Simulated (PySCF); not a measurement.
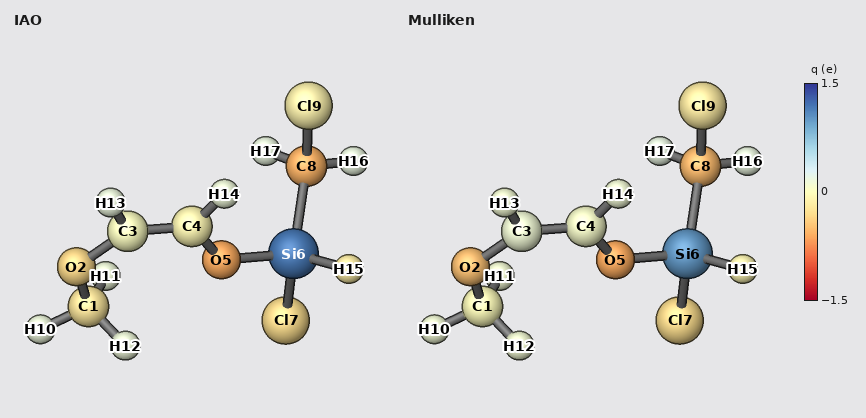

Atomic charges of one calculation by 2 schemes, on one colour scale. The computed structure is the end point of a GFN2-xTB optimisation. No frequency run is at hand to confirm it as a minimum. Method: PBE0/pcSseg-1 (PySCF 2.14.0).

> On which atom do the schemes disagree most?

On C1 (from −0.21 to −0.02 e).

List the charges (e), one line for each set of equivalent atoms.

```csv
atom,IAO,Mulliken
C1,−0.21,−0.02
O2,−0.33,−0.47
C3,0.01,0.13
C4,−0.06,0.06
O5,−0.61,−0.61
Si6,1.17,1.00
Cl7,−0.30,−0.30
C8,−0.56,−0.51
Cl9,−0.10,−0.17
H10,0.16,0.13
H11,0.14,0.11
H12,0.14,0.12
H13,0.17,0.12
H14,0.15,0.12
H15,−0.15,−0.07
H16,0.18,0.18
H17,0.18,0.19
```

The geometry is semi-empirical. Around Si such bond lengths and angles can be off by a tenth of an ångström or more and by several degrees, and values that hang on the shape move with them.
